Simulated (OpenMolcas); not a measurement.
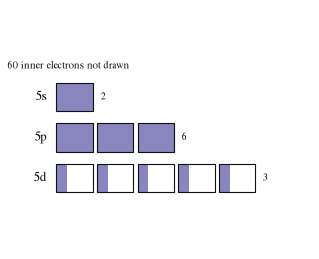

*The outer shells of the leading configuration of the lowest level: a box for each of the 2l + 1 orbitals, shaded by the share of the shell that is filled, with the electron count at the right.*

Re⁴⁺ complex: multiconfigurational calculation

System: Re⁴⁺ with 6 ligands (O; octahedron, 1.98 Å), neutralised by 6 outer point charges of +1.3 e, whose field is part of the energies.
Method: state-averaged SS-CASPT2, IPEA shift 0.25, imaginary shift 0.2 hartree, closed shells 5s 5p of the metal and the valence shells of the ligands correlated, active space 3 electrons in the shell 5d, basis ANO-RCC-VDZP on the metal and ANO-RCC-VDZP on the ligands, DKH2 scalar Hamiltonian, spin-orbit coupling by RASSI with atomic mean-field integrals (OpenMolcas).

**The input**
```
&GATEWAY
Coord
7

Re 0.0 0.0 0.0
O 1.980000 0.000000 0.000000
O 0.000000 1.980000 0.000000
O -1.980000 0.000000 0.000000
O 0.000000 -1.980000 0.000000
O 0.000000 0.000000 1.980000
O 0.000000 0.000000 -1.980000
Basis=Re.ANO-RCC-VDZP,O.ANO-RCC-VDZP
Group=XYZ
NoMove
AngMom=0.0 0.0 0.0
AMFI
RICD
XField
3 Angstrom 0
4.580000 0.000000 0.000000 1.333333
0.000000 4.580000 0.000000 1.333333
0.000000 0.000000 4.580000 1.333333
&SEWARD
&RASSCF
FileOrb=start.orb
Symmetry=1
Spin=4
nActEl=3 0 0
Inactive=30 34
Ras2=5 0
CIRoot=10 10 1
SDav=10
CIMx=300
Iter=150 100
PrWF=0.3
OrbListing=Nothing
MaxOrb=0
LevShft=1.0
>>> COPY $Project.JobIph JOB001
&RASSCF
FileOrb=start.orb
Symmetry=1
Spin=2
nActEl=3 0 0
Inactive=30 34
Ras2=5 0
CIRoot=40 40 1
SDav=40
CIMx=300
Iter=150 100
PrWF=0.3
OrbListing=Nothing
MaxOrb=0
LevShft=1.0
>>> COPY $Project.JobIph JOB002
&RASSI
NrOfJobIphs=2 10 40
1 2 3 4 5 6 7 8 9 10
1 2 3 4 5 6 7 8 9 10 11 12 13 14 15 16 17 18 19 20 21 22 23 24 25 26 27
28 29 30 31 32 33 34 35 36 37 38 39 40
IphNames
JOB001
JOB002
EJob
SpinOrbit
DIPRint=1.0
SOCoupling=1000.0
Subsets=2
Property=9
'ANGMOM' 1 'ANGMOM' 2 'ANGMOM' 3 'MLTPL  1' 1 'MLTPL  1' 2 'MLTPL  1' 3
'AMFI' 1 'AMFI' 2 'AMFI' 3
SOProperty=3
'ANGMOM' 1 'ANGMOM' 2 'ANGMOM' 3
>>> COPY JOB001 $Project.JobIph
&CASPT2
Multistate=10 1 2 3 4 5 6 7 8 9 10
NoMult
Frozen=17 19
IPEA=0.25
Imaginary=0.2
MaxIter=60
WThr=0.0 0.3 0.05
PrWF=0.5
NoMix
>>> COPY JOB002 $Project.JobIph
&CASPT2
Multistate=40 1 2 3 4 5 6 7 8 9 10 11 12 13 14 15 16 17 18 19 20 21 22
23 24 25 26 27 28 29 30 31 32 33 34 35 36 37 38 39 40
NoMult
Frozen=17 19
IPEA=0.25
Imaginary=0.2
MaxIter=60
WThr=0.0 0.3 0.05
PrWF=0.5
NoMix
```

The file start.orb holds starting orbitals from an earlier step. A driver script formed the levels outside the program, from RASSI's spin-orbit matrix and the CASPT2 energies (for multi-state variants, the effective Hamiltonian), averaged over the components of each term or state. The log and the time are those of the CASPT2 step.

Hardware: 1 thread of Arm Neoverse V2, 24 GiB of memory available, shared host.

Launched with:
```bash
OMP_NUM_THREADS=1 MOLCAS_MEM=2457 MOLCAS_PROJECT=a pymolcas a.inp > a.log  # once for each step of the input, in one work folder
```

**Output (extracts)**
```
--- CASPT2 ---
Orbital specifications:
      -----------------------

      Symmetry species                           1   2
                                                ag  au
      Frozen orbitals                           17  19
      Inactive orbitals                         13  15
      Active orbitals                            5   0
      Secondary orbitals                        43  40
      Deleted orbitals                           0   0
      Number of basis functions                 78  74
Type of calculation                        SS-CASPT2
      Fock operator                              state-specific
      IPEA shift                                 0.25
      Real shift                                 0.00
      Imaginary shift                            0.20
      The input orbitals will be transformed to quasi-canonical
Reference energy:      -17129.0443569907
      E2 (Non-variational):      -1.6614146310
      Shift correction:          -0.0086811338
      E2 (Variational):          -1.6700957649
      Total energy:          -17130.7144527556
      Residual norm:              0.0000007273
      Reference weight:           0.65096
      Contributions to the CASPT2 correlation energy
      Active & Virtual Only:         -0.0082373406
      One Inactive Excited:          -0.1420878972
      Two Inactive Excited:          -1.5110893933
Reference energy:      -17128.9172907943
      E2 (Non-variational):      -1.6670302160
      Shift correction:          -0.0088909566
      E2 (Variational):          -1.6759211727
      Total energy:          -17130.5932119669
      Residual norm:              0.0000003762
      Reference weight:           0.64805
      Contributions to the CASPT2 correlation energy
      Active & Virtual Only:         -0.0082183254
      One Inactive Excited:          -0.1491311101
      Two Inactive Excited:          -1.5096807805
::    CASPT2 Root  1     Total energy: -17130.71445276
::    CASPT2 Root  2     Total energy: -17130.59321197
::    CASPT2 Root  3     Total energy: -17130.59319576
::    CASPT2 Root  4     Total energy: -17130.59312972
::    CASPT2 Root  5     Total energy: -17130.56991433
::    CASPT2 Root  6     Total energy: -17130.56993172
::    CASPT2 Root  7     Total energy: -17130.56991691
::    CASPT2 Root  8     Total energy: -17130.46114396
::    CASPT2 Root  9     Total energy: -17130.46113654
::    CASPT2 Root 10     Total energy: -17130.46114253
--- CASPT2 ---
Orbital specifications:
      -----------------------

      Symmetry species                           1   2
                                                ag  au
      Frozen orbitals                           17  19
      Inactive orbitals                         13  15
      Active orbitals                            5   0
      Secondary orbitals                        43  40
      Deleted orbitals                           0   0
      Number of basis functions                 78  74
Type of calculation                        SS-CASPT2
      Fock operator                              state-specific
      IPEA shift                                 0.25
      Real shift                                 0.00
      Imaginary shift                            0.20
      The input orbitals will be transformed to quasi-canonical
Reference energy:      -17128.9812023184
      E2 (Non-variational):      -1.6730933271
      Shift correction:          -0.0088587257
      E2 (Variational):          -1.6819520528
      Total energy:          -17130.6631543712
      Residual norm:              0.0000004799
      Reference weight:           0.64856
      Contributions to the CASPT2 correlation energy
      Active & Virtual Only:         -0.0116329511
      One Inactive Excited:          -0.1454694752
      Two Inactive Excited:          -1.5159909008
Reference energy:      -17128.9812023179
      E2 (Non-variational):      -1.6727475560
      Shift correction:          -0.0088641978
      E2 (Variational):          -1.6816117538
      Total energy:          -17130.6628140717
      Residual norm:              0.0000004797
      Reference weight:           0.64862
      Contributions to the CASPT2 correlation energy
      Active & Virtual Only:         -0.0116515041
      One Inactive Excited:          -0.1451044391
      Two Inactive Excited:          -1.5159916128
::    CASPT2 Root  1     Total energy: -17130.66315437
::    CASPT2 Root  2     Total energy: -17130.66281407
::    CASPT2 Root  3     Total energy: -17130.66317538
::    CASPT2 Root  4     Total energy: -17130.66340663
::    CASPT2 Root  5     Total energy: -17130.66338524
::    CASPT2 Root  6     Total energy: -17130.63295135
::    CASPT2 Root  7     Total energy: -17130.63298325
::    CASPT2 Root  8     Total energy: -17130.63295149
::    CASPT2 Root  9     Total energy: -17130.55781443
::    CASPT2 Root 10     Total energy: -17130.55395594
::    CASPT2 Root 11     Total energy: -17130.55391847
::    CASPT2 Root 12     Total energy: -17130.55395702
::    CASPT2 Root 13     Total energy: -17130.54931785
::    CASPT2 Root 14     Total energy: -17130.54918714
::    CASPT2 Root 15     Total energy: -17130.54925182
::    CASPT2 Root 16     Total energy: -17130.54395545
::    CASPT2 Root 17     Total energy: -17130.54437341
::    CASPT2 Root 18     Total energy: -17130.53842176
::    CASPT2 Root 19     Total energy: -17130.53843564
::    CASPT2 Root 20     Total energy: -17130.53840828
::    CASPT2 Root 21     Total energy: -17130.52034303
::    CASPT2 Root 22     Total energy: -17130.52021343
::    CASPT2 Root 23     Total energy: -17130.52033621
::    CASPT2 Root 24     Total energy: -17130.51992172
::    CASPT2 Root 25     Total energy: -17130.47755591
::    CASPT2 Root 26     Total energy: -17130.47759266
::    CASPT2 Root 27     Total energy: -17130.43359723
::    CASPT2 Root 28     Total energy: -17130.43359649
::    CASPT2 Root 29     Total energy: -17130.43358657
::    CASPT2 Root 30     Total energy: -17130.43297020
```

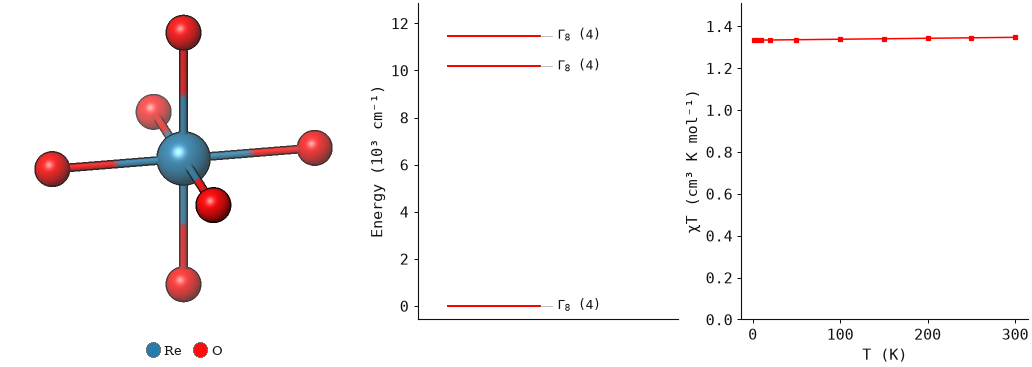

*Re⁴⁺ (5d³) with 6 ligands, O²⁻, at 1.98 Å (arrangement: octahedron, Oh), neutralised by outer point charges of +1.3 e, and its levels and susceptibility. Labels give the representation in O, Td, D4 or D3 as the site allows (double group for half-integer spin) where it could be assigned and, in brackets, the degeneracy; spin-free states, where drawn, share the zero of the spin-orbit levels. Powder susceptibility by Van Vleck's formula.*

The ground level is Γ₈, 4-fold degenerate, 94 % from states of spin multiplicity 4. The next level lies at 10,200 cm⁻¹ (Γ₈). χT is 1.33 cm³ K mol⁻¹ at 2 K and 1.35 at 300 K, an effective moment of 3.28 μB.

**Summary**

```
                                 quantity                 value
                                  outcome             converged
      energy of the lowest spin-free term  −17130.71445 hartree
    energy of the lowest spin-orbit level  −17130.72186 hartree
                CASPT2 correlation energy       −1.6701 hartree
largest spread among components of a term             91.7 cm⁻¹
                  lowest reference weight                 0.637
                                wall time               2.2 min
                              peak memory               0.6 GiB
```

**Notes**

The components of ²E, which symmetry makes degenerate, are split by 92 cm⁻¹ in CASPT2, and those of 2 more by over 50 cm⁻¹. This is an artefact; the levels of such states rest on averages and are uncertain by about as much. To bear in mind: covalent bonds, ligand orbitals missing from the active space; bare point charges leave oxide and sulfide ligands too diffuse, field too small; distances are set from ionic radii, not optimised.
